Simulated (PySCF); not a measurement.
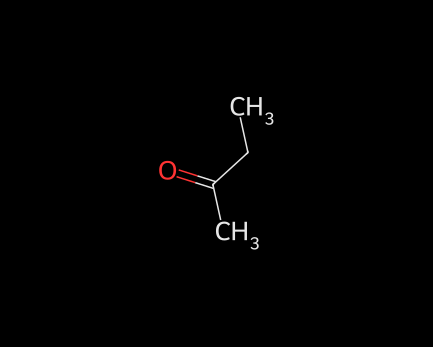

A structural formula.

**Transcribe the drawing into SMILES.**

CCC(C)=O

**What is the molecular formula?**

C4H8O.

The parts below concern this one geometry. Atoms keep their numbers from picture to picture. The computed structure is the end point of a PBE0-D3(BJ)/def2-SVP optimisation. No frequency run is at hand to confirm it as a minimum.

**Electronic properties**

No frequency run is at hand to confirm it as a minimum. Properties computed with B3LYP/pcJ-1, gas phase (PySCF 2.14.0).

**What is the HOMO energy (Kohn–Sham orbital)?**

−6.96 eV.

**What is the dipole moment?**

2.85 D.

**Estimate the HOMO–LUMO gap.**

6.39 eV.

**NMR shielding**

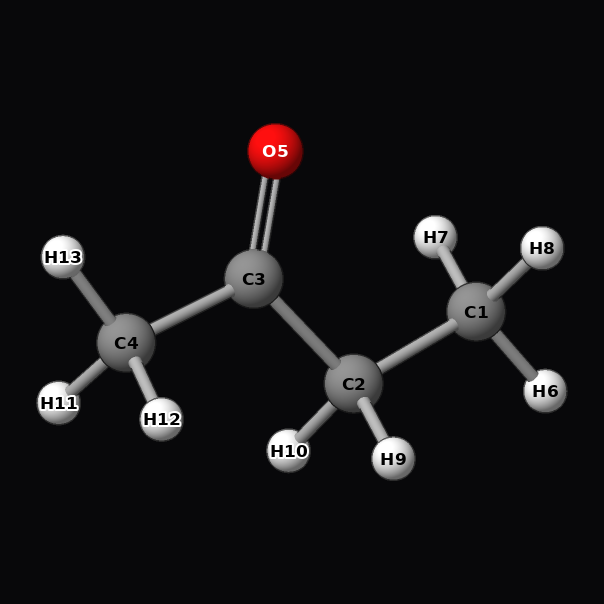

The questions are on isotropic NMR shieldings of the C atoms. No frequency run is at hand to confirm it as a minimum. Level of theory: GIAO PBE0/pcSseg-1 NMR shielding, non-relativistic, gas phase (PySCF 2.14.0).

**Which C atom is the most shielded (lowest chemical shift)?**

C1 (175.6 ppm).

**Which C atom is the least shielded (highest chemical shift)?**

C3 (−25.5 ppm).

**How wide is the range of C shifts?**

201.1 ppm.

List the isotropic NMR shieldings of the C atoms.

```tsv
atom	σ (ppm)
C1	175.6
C2	146.9
C3	−25.5
C4	153.6
```

**Charges**

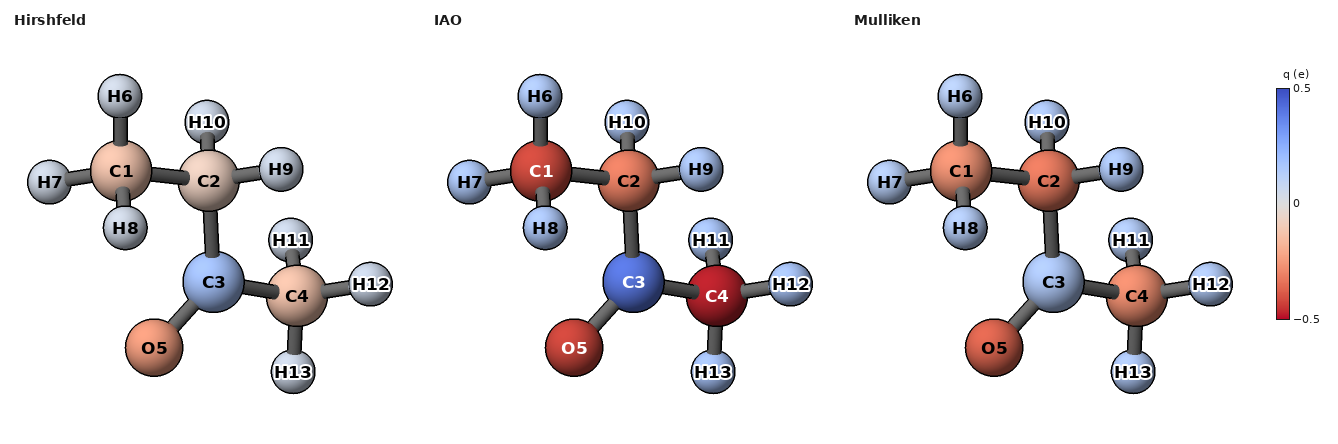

Atomic charges of one calculation by 3 schemes, on one colour scale. No frequency run is at hand to confirm it as a minimum. Level of theory: PBE0/pcSseg-1 (PySCF 2.14.0).

**Which scheme gives the most polar picture (largest mean size of the charges)?**

The IAO charges are the largest in size here, and the Hirshfeld charges the smallest.

**On which atom do the schemes disagree most?**

On C4 (from −0.47 to −0.12 e).

List the charges (e), one line for each set of equivalent atoms. Atoms whose distances differ by more than 0.02 Å in this geometry are listed apart.

| atom | Hirshfeld | IAO | Mulliken |
| --- | --- | --- | --- |
| C1 | −0.12 | −0.41 | −0.26 |
| C2 | −0.07 | −0.30 | −0.32 |
| C3 | 0.17 | 0.39 | 0.14 |
| C4 | −0.12 | −0.47 | −0.27 |
| O5 | −0.23 | −0.41 | −0.36 |
| H6 | 0.04 | 0.14 | 0.12 |
| H7 | 0.04 | 0.15 | 0.12 |
| H8 | 0.04 | 0.15 | 0.13 |
| H9 | 0.05 | 0.15 | 0.14 |
| H10 | 0.05 | 0.15 | 0.14 |
| H11 | 0.05 | 0.16 | 0.14 |
| H12 | 0.05 | 0.16 | 0.13 |
| H13 | 0.05 | 0.16 | 0.14 |

Mulliken values depend strongly on the basis set and can even reverse the polarity of a bond.
